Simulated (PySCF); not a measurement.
C6H9FOSi: NMR shielding calculation

The run: NMR shielding calculation of C6H9FOSi. Method and program: GIAO PBE0/pcSseg-1 NMR shielding, non-relativistic, gas phase (PySCF 2.14.0).

The geometry comes from this level: GFN2-xTB. It belongs to a series of runs on one base structure; here: H on C replaced by ethynyl. Figures and captions count atoms from 1; the log counts them from 0 in places.

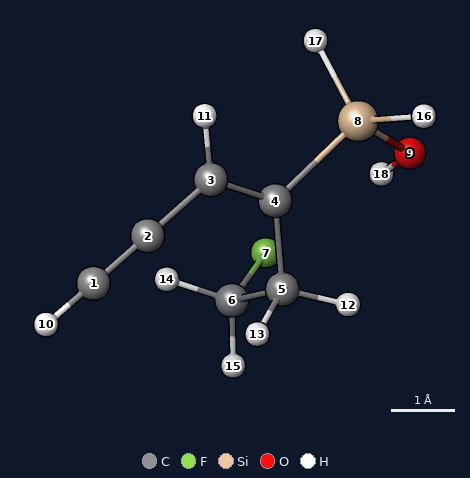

The structure as given in the input (ball-and-stick view, seen at a tilt; atoms are numbered from 1 in the order of the input). Bond lengths as drawn: C–C 1.20 to 1.53 Å, C–F 1.38 Å, C–H 1.05 to 1.09 Å, C–Si 1.89 Å, H–O 0.96 Å, H–Si 1.46 to 1.47 Å and O–Si 1.62 Å.

### Input
```
{"job": {"kind": "nmr", "xc": "PBE0", "basis": "pcSseg-1"}, "charge": 0, "multiplicity": 1}
C      3.169762    -1.128657    -1.009520
C      1.977508    -1.262992    -0.930394
C      0.580479    -1.420525    -0.842485
C     -0.238016    -0.599504    -0.171629
C      0.323161     0.609296     0.531788
C      0.422740     1.802469    -0.413687
F     -0.832334     2.225329    -0.803766
Si    -2.104634    -0.907471    -0.092363
O     -2.895575     0.432580     0.358213
H      4.211077    -1.022802    -1.082519
H      0.181150    -2.280641    -1.364424
H     -0.312495     0.882469     1.376159
H      1.332267     0.404579     0.897431
H      0.963031     1.540744    -1.328209
H      0.896268     2.661131     0.072783
H     -2.422090    -1.824645     0.997016
H     -2.541790    -1.378091    -1.409440
H     -2.719268     1.273046    -0.061372
```

The first line tells a small driver script what to run in PySCF; the rest is the geometry in Å.

Hardware: 1 CPU thread, shared host.

Launch command:
```bash
OMP_NUM_THREADS=1 python <driver script> task.json out
```

### The program's output
```
coarse grid: 15896 points
cycle   1  E = -697.7231515821  dE =  1.168e+00  |g| = 8.492e-01  |ddm| = 4.030e+00
cycle   2  E = -697.5946101968  dE =  1.285e-01  |g| = 1.210e+00  |ddm| = 1.874e+00
cycle   3  E = -697.8517695035  dE = -2.572e-01  |g| = 1.191e-01  |ddm| = 1.312e+00
cycle   4  E = -697.8544597359  dE = -2.690e-03  |g| = 4.355e-02  |ddm| = 1.568e-01
cycle   5  E = -697.8547940175  dE = -3.343e-04  |g| = 1.918e-02  |ddm| = 4.854e-02
cycle   6  E = -697.8548691320  dE = -7.511e-05  |g| = 7.195e-03  |ddm| = 2.069e-02
cycle   7  E = -697.8548822338  dE = -1.310e-05  |g| = 2.137e-03  |ddm| = 6.500e-03
cycle   8  E = -697.8548831732  dE = -9.395e-07  |g| = 5.294e-04  |ddm| = 1.921e-03
final grid: 150336 points
cycle   9  E = -697.9263794229  dE = -4.524e-05  |g| = 8.771e-03  |ddm| = 4.796e-02
cycle  10  E = -697.9263668456  dE =  1.258e-05  |g| = 1.198e-02  |ddm| = 1.859e-02
cycle  11  E = -697.9263959147  dE = -2.907e-05  |g| = 2.041e-03  |ddm| = 1.084e-02
cycle  12  E = -697.9263968072  dE = -8.925e-07  |g| = 6.312e-04  |ddm| = 1.830e-03
cycle  13  E = -697.9263968978  dE = -9.055e-08  |g| = 2.012e-04  |ddm| = 5.817e-04
cycle  14  E = -697.9263969065  dE = -8.776e-09  |g| = 3.905e-05  |ddm| = 1.747e-04
cycle  15  E = -697.9263969068  dE = -2.524e-10  |g| = 1.963e-05  |ddm| = 5.251e-05
```

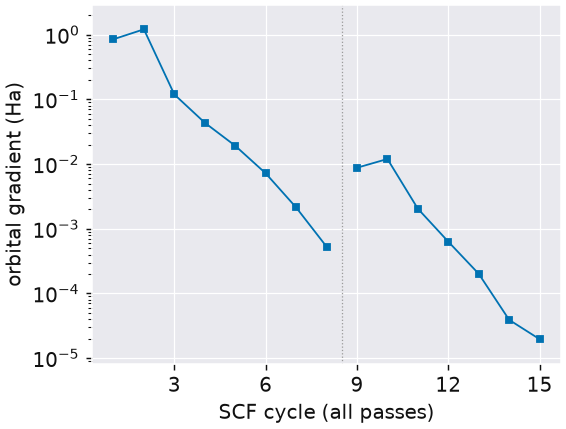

Convergence of the self-consistent field: orbital gradient against the SCF cycle. The dotted line marks the change from a coarse to the final integration grid. The first 8 cycles use a coarse grid, the final grid takes over at cycle 9, and the field converges after 15 cycles in all.

```
converged SCF energy = -697.9263969068

GIAO shielding tensors (ppm)
atom      isotropic    diamagn.    paramagn.     s11        s22        s33       span
  0 C       88.806     259.786    -170.980     32.727     49.573    184.119    151.392
  1 C      102.707     254.711    -152.003      2.951      7.101    298.071    295.120
  2 C       60.629     256.660    -196.031    -50.925     77.185    155.628    206.554
  3 C       17.109     264.702    -247.593   -103.630    -13.998    168.955    272.585
  4 C      149.134     249.074     -99.940    132.637    151.581    163.184     30.547
  5 C       96.398     243.177    -146.779     64.230     79.822    145.141     80.911
  6 F      418.788     475.433     -56.646    382.398    410.879    463.087     80.689
  7 Si     377.557     880.122    -502.565    339.458    354.684    438.530     99.072
  8 O      317.592     389.163     -71.572    280.753    317.527    354.496     73.743
  9 H       28.445      34.533      -6.088     24.692     25.297     35.346     10.654
 10 H       25.656      30.018      -4.362     22.022     25.819     29.127      7.104
 11 H       28.638      32.228      -3.590     25.347     28.235     32.332      6.985
 12 H       28.739      32.165      -3.427     24.199     28.578     33.438      9.239
 13 H       26.886      30.224      -3.338     21.789     27.900     30.970      9.180
 14 H       26.685      28.861      -2.175     22.086     27.200     30.771      8.685
 15 H       26.634      28.744      -2.111     22.984     25.331     31.585      8.601
 16 H       26.503      28.900      -2.396     22.804     25.486     31.220      8.416
 17 H       29.840      32.533      -2.693     20.287     26.386     42.846     22.559
```

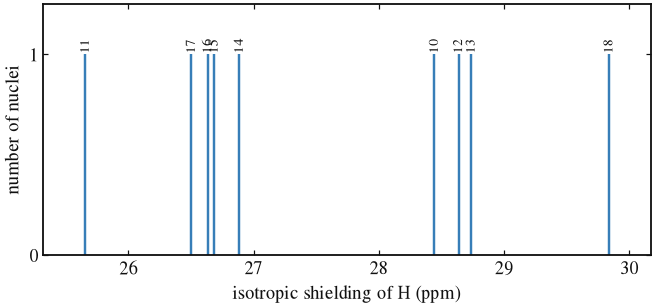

Isotropic shieldings of the hydrogen nuclei in this fixed geometry, labelled by atom number; shielding grows to the right, so chemical shift grows to the left. The least shielded is H11 (25.7 ppm), the most shielded H18 (29.8 ppm).

### Results in brief

```csv
quantity,value
outcome,converged
total energy,−697.926397 hartree
HOMO,−7.19 eV
LUMO,−1.43 eV
dipole moment,2.53 D
"isotropic shielding, C",17.1 to 149.1 ppm
"isotropic shielding, F",418.8 ppm
"isotropic shielding, Si",377.6 ppm
"isotropic shielding, O",317.6 ppm
"isotropic shielding, H",25.7 to 29.8 ppm
wall time,35 s
peak memory,0.92 GiB
```
